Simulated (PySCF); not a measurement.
# C2H7B, SMILES `CBC`: electronic structure

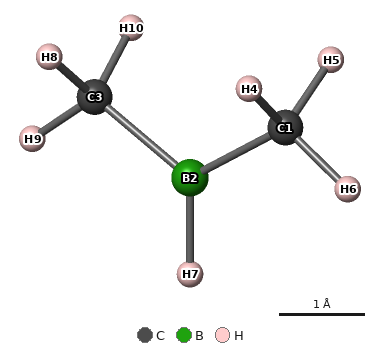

The molecule, with its atoms numbered as below. No frequency check shows the geometry to be a minimum.

Cartesian coordinates (Å):

```
C1      -1.3587    0.1908   -0.0000
B2       0.0000   -0.6053   -0.0004
C3       1.3587    0.1908    0.0002
H4      -1.4224    0.8479   -0.8669
H5      -1.4226    0.8479    0.8669
H6      -2.2454   -0.4378    0.0005
H7      -0.0002   -1.7789    0.0009
H8       1.4226    0.8479   -0.8667
H9       2.2454   -0.4379   -0.0004
H10      1.4225    0.8479    0.8671
```

### 1. Bonding charge

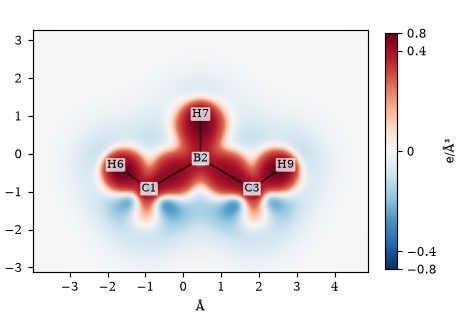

Deformation density (molecule less spherical, spin-averaged free atoms) in the plane of C1, B2, C3, H6, H7 and H9; colour scale in e/Å³, logarithmic beyond ±0.1; red: gain, blue: loss.

Computed with PySCF, B3LYP/def2-SVPD, geometry: GFN2-xTB.

Q: How much density has each bond in this plane gained at its critical point, relative to the free atoms?

A: C1–H6 and C3–H9: +0.65 e/Å³ at the bond critical point (bond length 1.09 Å). B2–H7: +0.47 e/Å³ at the bond critical point (bond length 1.17 Å). B2–C3 and C1–B2: +0.44 e/Å³ at the bond critical point (bond length 1.57 Å). In all, 2.1 electrons gather in the regions of gain relative to the promolecule.

Q: Where do the Hirshfeld charges lie?

A: The highest Hirshfeld charge is on B2 (+0.20 e), the lowest on C1 and C3 (−0.18 e).

### 2. Local ionisation energy

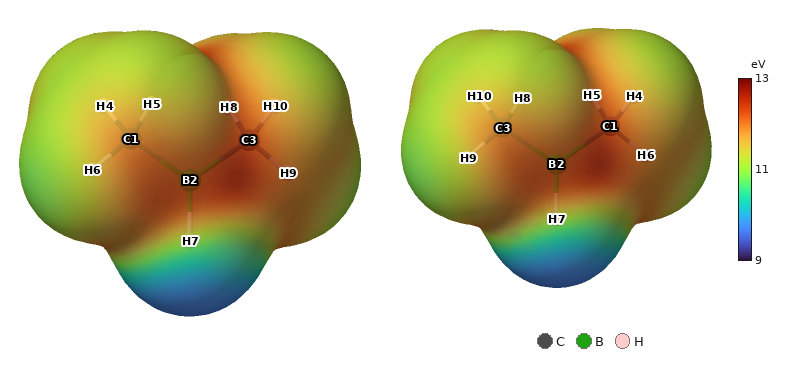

Average local ionisation energy on the surface of electron density 0.001 a.u. (back view left, front view right).

Q: Where are the most loosely bound electrons on this surface?

A: The lowest value is 9.7 eV, 1.5 Å from H7. Further minima include 10.8 eV, 1.4 Å from H9, and at like points elsewhere. For comparison, the highest occupied orbital lies at −8.5 eV.

Q: What volume does the surface enclose, and what is the dipole moment?

A: About 88 Å³; the dipole moment is 0.5 D.

### 3. In an electric field

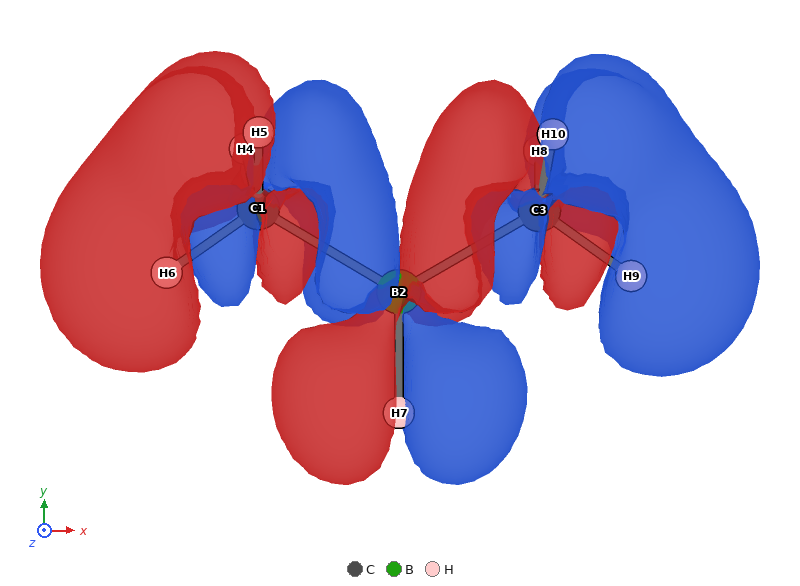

Change of the electron density in a uniform field of 0.21 V/Å, surfaces at ±0.0008 e/Å³ (blue: gain, red: loss).

PySCF calculation, B3LYP/def2-SVPD, gas phase; geometry: GFN2-xTB.

The field was applied in both directions; the picture shows the one opposite to the script's first.

Q: Along which Cartesian direction does the field point?

A: Along −x: electrons gather on the +x side, against the field.

Q: How large is the response?

A: The induced dipole is 0.48 D (along the field); α along this axis, from the fields in both directions, is 47 bohr³ (6.9 Å³).

### 4. Removing or adding an electron

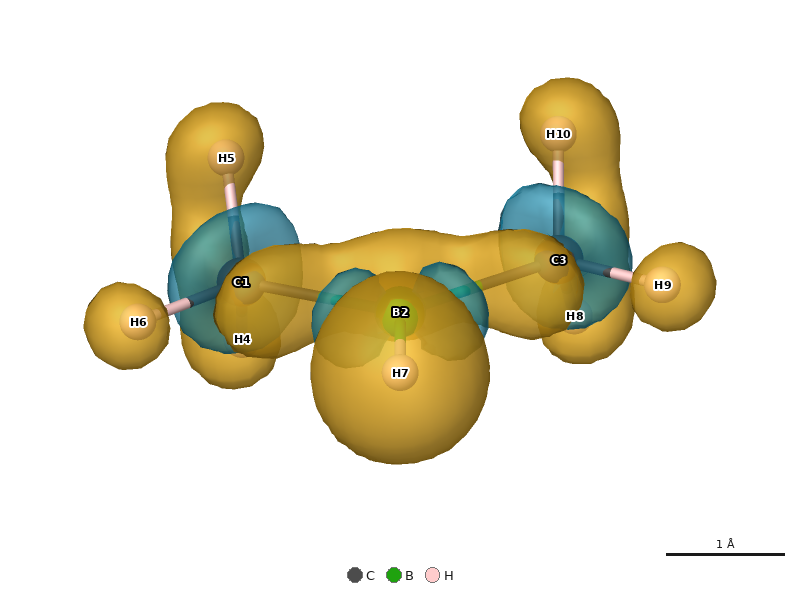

Fukui function f⁻ = ρ(N) − ρ(N−1) at fixed geometry, surfaces at ±0.04 e/Å³ (yellow positive, teal negative).

Q: Which atoms respond most to the removal of an electron?

A: f⁻ (Hirshfeld-condensed) is largest on H7 (0.21) and B2 (0.15); the vertical ionisation energy is 11.13 eV. Condensed values hint at sites of electrophilic attack but needn't mark the atom that reacts. Orbital relaxation makes it negative in places (0.13 e in all).
